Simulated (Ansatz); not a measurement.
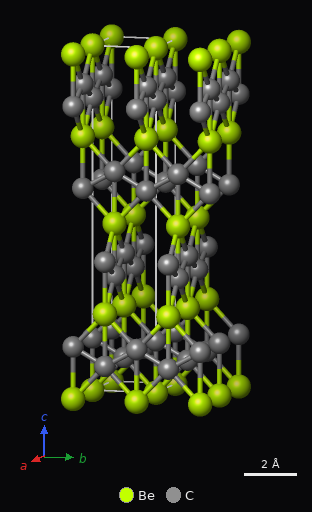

This is the input geometry for a relaxation of a crystal of BeC2 (built on the anatase_141 type). Style: ball-and-stick. Shown: the conventional cell (2 times the calculation's cell), repeated 2 × 2 × 1 with one cell outlined, slightly off an axis. Lengths and directions refer to the drawn axes.

Case: anatase type (I4_1/amd, No. 141).

The calculation used DFT PBE, scalar-relativistic, plane waves, PAW in Ansatz 0.2.0.

Input
```yaml
crystal:
  lattice:
    - [-1.2767218777, 1.2767218777, 6.6941998221]
    - [1.2767218777, -1.2767218777, 6.6941998221]
    - [1.2767218777, 1.2767218777, -6.6941998221]
  atoms:
    - { symbol: Be, position: [0.0, 0.0, 0.0] }
    - { symbol: Be, position: [0.75, 0.25, 0.5] }
    - { symbol: C, position: [0.1512602284, 0.1512602284, 0.0] }
    - { symbol: C, position: [0.9012602284, 0.4012602284, 0.5] }
    - { symbol: C, position: [0.5987397716, 0.0987397716, 0.5] }
    - { symbol: C, position: [0.8487397716, 0.8487397716, 0.0] }
basis:
  ecutwfc: 420
kpoints:
  mp_grid: { grid: [20, 20, 20] }
hamiltonian:
  xc: pbe
scf:
  occupations: { method: gaussian, width: 0.1 }
output:
  forces: true
  stress: true
  eigenvalues: true
  write_density: true
  write_potential: true
  elf: true
  volumetric_format: npy
relax:
  adjacent_minimum: "off"
  f_tol: 0.01
  max_steps: 80
  cell: { stress_tol: 0.05 }
```

Run as
```bash
ansatz run input.yaml --threads 1 --pin off --max-ram 2560MiB --backend cpu --events-out ev --progress --plain --runs-dir out
```

### Where does the relaxation end?

After 5 accepted moves (7 points after the start) the energy has fallen by 1.3 meV per atom. The largest force component goes from 0.2 to 0.00046 eV/Å. Pressure: 0.27 GPa at the start and 0.00 GPa at the end. The SCF was repeated twice at an unchanged geometry on a basis and grid sized afresh for the cell, which shifted the energy by 0.1 meV per atom at most. No atom moves by more than 0.005 Å relative to the cell. The volume changes by +0.2 %, with a = b 2.553 → 2.542 Å (−0.4 %), c 13.388 → 13.536 Å (+1.1 %). Some distances before and after: Be1–C3 2.025 → 2.049 Å, Be1–C4 1.838 → 1.843 Å. The space group stays I4_1/amd (No. 141). The run took 3.8 min on 1 thread of Intel(R) Xeon(R) 6975P-C (Granite Rapids) (shared host), peak memory 0.7 GiB.

The structure at the end:

```
Be C
1.0
    -1.27120    1.27120    6.76792
     1.27120   -1.27120    6.76792
     1.27120    1.27120   -6.76792
Be C
2 4
Direct
  0.00000 0.00000 0.00000
  0.75000 0.25000 0.50000
  0.15140 0.15140 0.00000
  0.90140 0.40140 0.50000
  0.59860 0.09860 0.50000
  0.84860 0.84860 0.00000
```

After the run, drawn alike:

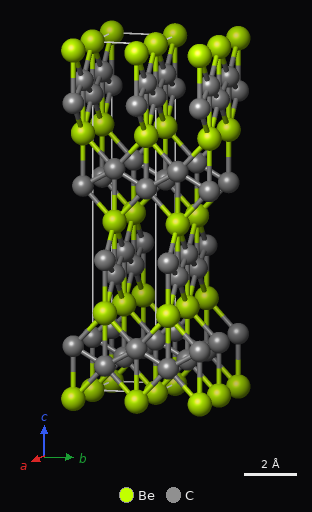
